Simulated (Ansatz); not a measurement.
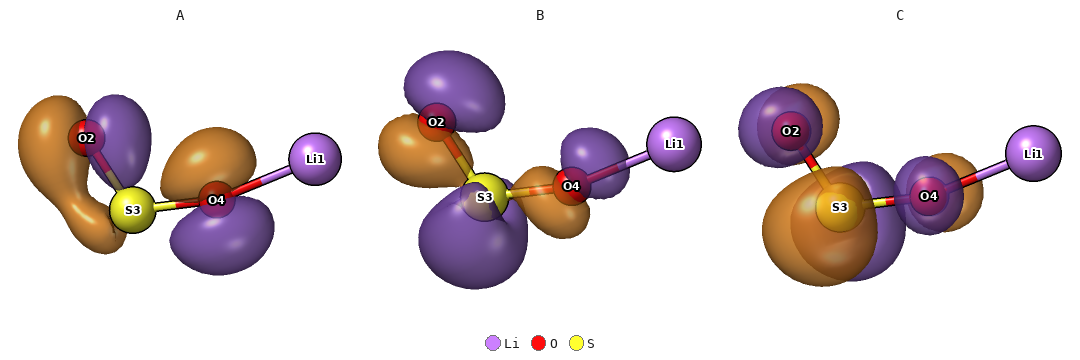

*LiO2S (charge +1). Three frontier orbitals at ±0.15 Å⁻³ᐟ² (orange and purple are the two phases), in no order.*

Geometry: PBE0-D4/def2-TZVP.

Method: RKS PBE0-D4/def2-TZVPPD in Ansatz.

```xyz
4

Li    0.3442    0.1159   -2.1828
O    -1.0992   -0.1379    1.4737
S     0.2549   -0.0278    1.0725
O     0.5000    0.0497   -0.3634
```

> Order the three orbitals by energy and name them.

A is the HOMO−1 (−15.66 eV). By Hirshfeld shares it lies mainly on O4 (about 50 %), O2 (about 35 %) and S3 (about 15 %); it is symmetric in the molecular plane (an in-plane orbital: σ, lone-pair or in-plane π type). B is the HOMO (−14.91 eV). Its weight (Hirshfeld) is mainly on O2 (about 40 %), S3 (about 40 %) and O4 (about 20 %); it is symmetric in the molecular plane (an in-plane orbital: σ, lone-pair or in-plane π type). C is the LUMO (−8.56 eV). By Hirshfeld shares it lies mainly on S3 (about 55 %), O2 (about 25 %) and O4 (about 15 %); it changes sign across the molecular plane (π type); π-antibonding (a node) across O2–S3 and S3–O4.

> What is the HOMO–LUMO gap?

6.35 eV between the orbital energies.
